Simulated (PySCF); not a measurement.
**U-r2SCAN/STO-3G run of SiF3 (trifluorosilyl)**

What is the energy change on altering one bond length of SiF3 (trifluorosilyl) at U-r2SCAN/STO-3G? The job is set up through a Python script.

The results are computed with PySCF 2.14.0.

20 further runs of the same task are left out: 9 that didn't finish, 11 set aside as unsound or not needed.

### Step 1. Starting point

SiF3 has 4 atoms, charge 0, and is taken as a doublet. SMILES: `F[Si](F)F`. The coordinates come from a GFN2-xTB relaxation.

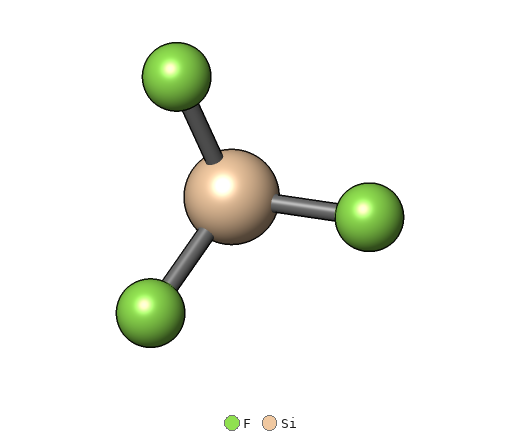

The structure, seen from a chosen angle (fluorine green, silicon light orange).

### Step 2. A single-point energy at U-r2SCAN/STO-3G

job.py

```python
from pyscf import gto, dft

system = gto.M(
    atom='''
F        0.787890      -0.508980       1.119030
Si      -0.325240       0.244050       0.268860
F       -0.962750      -0.889100      -0.646850
F        0.500100       1.154030      -0.741040
''',
    charge=0,
    spin=1,
    basis='sto-3g',
    verbose=4,
    max_memory=1860,
)

ks = dft.UKS(system)
ks.xc = 'r2scan'
ks.conv_tol = 1e-10
ks.grids.level = 5
ks.kernel()
if not ks.converged:
    ks = ks.newton().run(ks.mo_coeff, ks.mo_occ)

energy = ks.e_tot
print('E(%s) = %.9f' % ('R2SCAN', energy))
```

Run with:

```console
$ OMP_NUM_THREADS=1 python job.py
```

Standard output:

```text
PySCF version 2.14.0

[INPUT] num. atoms = 4
[INPUT] num. electrons = 41
[INPUT] charge = 0
[INPUT] spin (= nelec alpha-beta = 2S) = 1
[INPUT] symmetry False subgroup None
[INPUT] Mole.unit = angstrom
[INPUT] Symbol           X                Y                Z      unit          X                Y                Z       unit  Magmom
[INPUT]  1 F      0.787890000000  -0.508980000000   1.119030000000 AA    1.488896316284  -0.961832802881   2.114660225172 Bohr   0.0
[INPUT]  2 Si    -0.325240000000   0.244050000000   0.268860000000 AA   -0.614614524754   0.461187660700   0.508071765851 Bohr   0.0
[INPUT]  3 F     -0.962750000000  -0.889100000000  -0.646850000000 AA   -1.819333826425  -1.680155497351  -1.222369343675 Bohr   0.0
[INPUT]  4 F      0.500100000000   1.154030000000  -0.741040000000 AA    0.945052034895   2.180800639532  -1.400362647348 Bohr   0.0

[... 44 lines left out ...]
WARN: HOMO -0.209670386831593 >= LUMO -0.209670386831596
[... 46 lines left out ...]
converged SCF energy = -581.22396079457  <S^2> = 0.75137635  2S+1 = 2.0013759
E(R2SCAN) = -581.223960795
```

Run time: 16 s. Hardware: 1 thread of Arm Neoverse V1, shared host; peak memory 0.23 GiB.

### Step 3. The distorted shape

input.py

```python
from pyscf import gto, dft

molecule = gto.Mole()
molecule.atom = '''
F      5.275208    -3.523264     5.006514
Si    -0.614615     0.461188     0.508072
F     -1.819334    -1.680155    -1.222369
F      0.945052     2.180801    -1.400363
'''
molecule.max_memory = 1860
molecule.spin = 1
molecule.unit = 'bohr'
molecule.basis = 'sto-3g'
molecule.verbose = 3
molecule.build()

myscf = dft.UKS(molecule)
myscf.xc = 'r2scan'
myscf.conv_tol = 1e-10
myscf.grids.level = 5
myscf.kernel()
if not myscf.converged:
    myscf = myscf.newton().run(myscf.mo_coeff, myscf.mo_occ)

etot = myscf.e_tot
print('E(%s) = %.9f' % ('R2SCAN', etot))
```

Run with:

```console
$ OMP_NUM_THREADS=1 python input.py
```

Standard output:

```text
WARN: HOMO -0.279379698965343 >= LUMO -0.279379698965344

WARN: HOMO 0.0958435622894486 >= LUMO 0.0958435357267728

SCF not converged.
SCF energy = -581.107433667448 after 50 cycles  <S^2> = 0.75000013  2S+1 = 2.0000001
converged SCF energy = -581.107433891563  <S^2> = 0.75000013  2S+1 = 2.0000001
E(R2SCAN) = -581.107433892
```

Wall time 59 s (1 thread of Arm Neoverse V1, shared host); peak memory 0.51 GiB.

### Step 4. What came out

Level: U-r2SCAN/STO-3G.

| quantity | value |
| --- | --- |
| first shape: total energy | -581.22396 Eh |
| first shape: dipole moment | 0.85 D |
| first shape: HOMO energy (highest over α and β) | -1.50 eV |
| first shape: LUMO energy (lowest over α and β) | 0.16 eV |
| first shape: ⟨S²⟩ | 0.751 |
| distorted shape: total energy | -581.10743 Eh |
| distorted shape: dipole moment | 0.11 D |
| distorted shape: HOMO energy (highest over α and β) | -1.93 eV |
| distorted shape: LUMO energy (lowest over α and β) | -1.01 eV |
| distorted shape: ⟨S²⟩ | 0.750 |
| energy change with the F1–Si2 bond stretched from 1.590 to 4.453 Å | 3.171 eV |

**Reading.** With the F1–Si2 bond stretched from 1.590 to 4.453 Å the energy rises by 3.17 eV (306 kJ/mol). The first shape isn't relaxed at this level, so the change isn't measured from a minimum. The minimal basis adds a large error of its own.
